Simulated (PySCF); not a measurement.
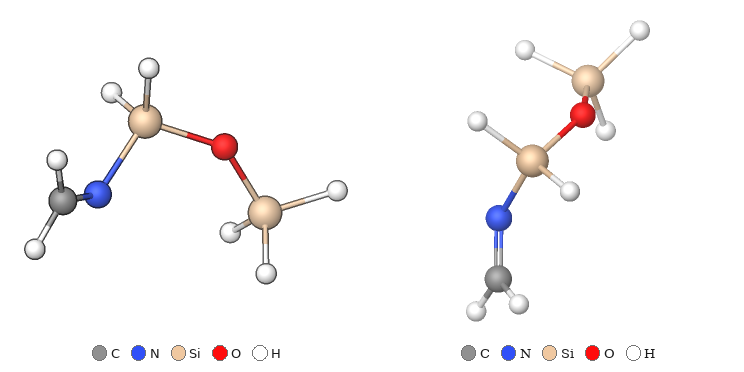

The same structure drawn twice, from different directions.

Question: Which formula does it have?

Answer: CH₇NOSi₂, 12 atoms: 1 carbon, 7 hydrogen, 1 nitrogen, 1 oxygen and 2 silicon.

Question: Describe its rings.

Answer: It has no ring.

Question: Count the bonded pairs by element.

Answer: 5 Si–H, 2 O–Si, 2 C–H, 1 C–N, 1 N–Si.

Question: Name functional groups in it.

Answer: Among them: imine, Si–H bond, Si–O bond, Si–N bond.

The parts below concern this one geometry. Atoms keep their numbers from picture to picture. Computed geometry: PBE0-D3(BJ)/def2-SVP optimisation. No frequency run is at hand to confirm it as a minimum.

**Shape**

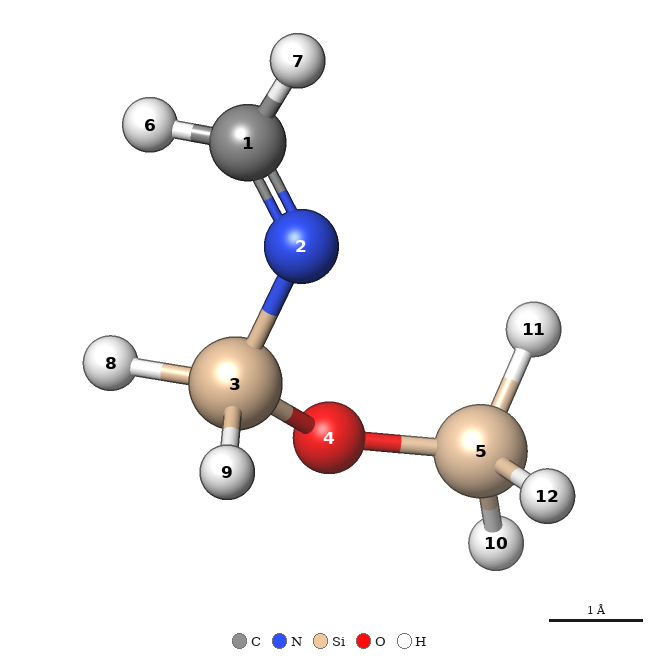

The atoms are numbered. No frequency run is at hand to confirm it as a minimum.

List the bonds and their lengths.

```tsv
bond	length (Å)	order
C1–N2	1.261	double
C1–H6	1.112	single
C1–H7	1.107	single
N2–Si3	1.752	single
Si3–O4	1.652	single
Si3–H8	1.495	single
Si3–H9	1.490	single
O4–Si5	1.664	single
Si5–H10	1.490	single
Si5–H11	1.492	single
Si5–H12	1.494	single
```

**Dipole moment**

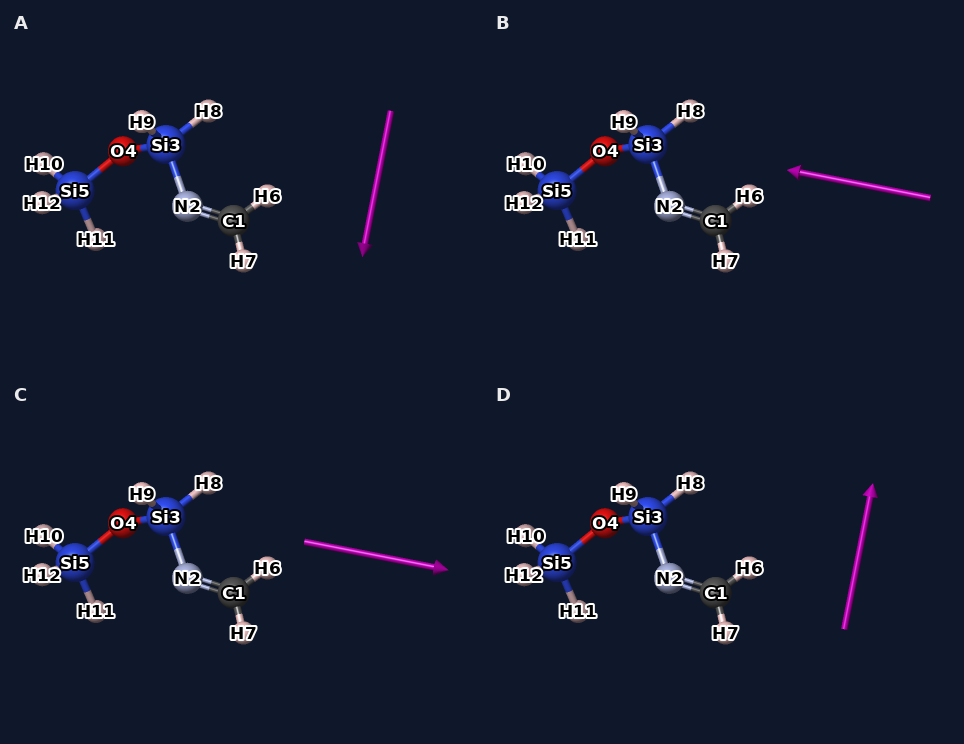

The same molecule four times, each with an arrow. No frequency run is at hand to confirm it as a minimum. Level of theory: ωB97X-D/pcSseg-2, gas phase (PySCF 2.14.0).

Question: Which arrow points along the dipole moment, from the negative to the positive end?

Answer: C. The dipole moment is 1.67 D; it points from the side of H10 to the side of H6 (the outermost atoms at the two ends).

**NMR shielding**

The questions are on isotropic NMR shieldings of the H atoms. No frequency run is at hand to confirm it as a minimum. Method: GIAO WP04/pcSseg-2 NMR shielding, non-relativistic, gas phase (PySCF 2.14.0).

Give the isotropic NMR shieldings of the H atoms atom by atom.

| atom | σ (ppm) |
| --- | --- |
| H6 | 23.27 |
| H7 | 23.36 |
| H8 | 27.19 |
| H9 | 27.00 |
| H10 | 27.34 |
| H11 | 27.32 |
| H12 | 27.10 |

**Charges**

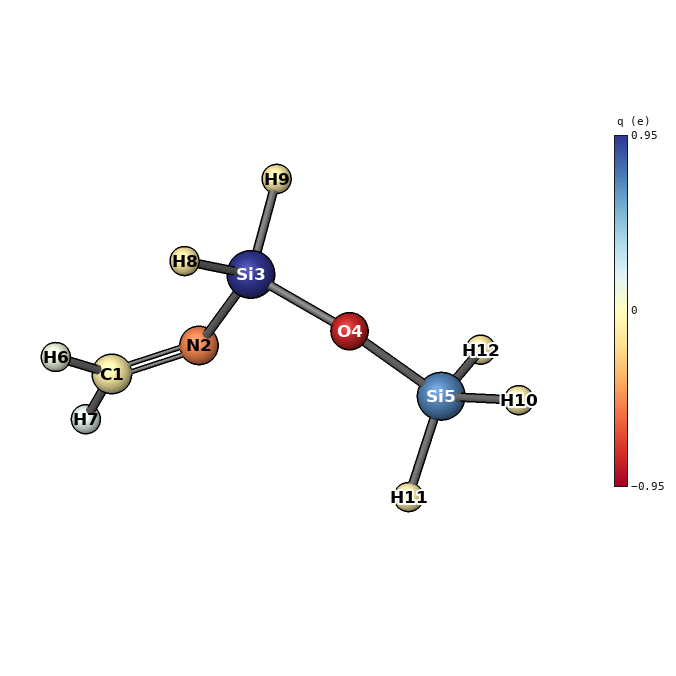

Atoms are coloured by their IAO charges. No frequency run is at hand to confirm it as a minimum. Level of theory: PBE0/6-31G, gas phase (PySCF 2.14.0).

Question: Which atom carries the highest charge (most positive or least negative)?

Answer: Si3 (0.95 e).

Question: And the lowest?

Answer: O4 (−0.80 e).

Give the IAO charges atom by atom.

```json
{"atom": "C1", "value (e)": "−0.10"}
{"atom": "N2", "value (e)": "−0.49"}
{"atom": "Si3", "value (e)": "0.95"}
{"atom": "O4", "value (e)": "−0.80"}
{"atom": "Si5", "value (e)": "0.70"}
{"atom": "H6", "value (e)": "0.11"}
{"atom": "H7", "value (e)": "0.15"}
{"atom": "H8", "value (e)": "−0.12"}
{"atom": "H9", "value (e)": "−0.11"}
{"atom": "H10", "value (e)": "−0.09"}
{"atom": "H11", "value (e)": "−0.10"}
{"atom": "H12", "value (e)": "−0.10"}
```
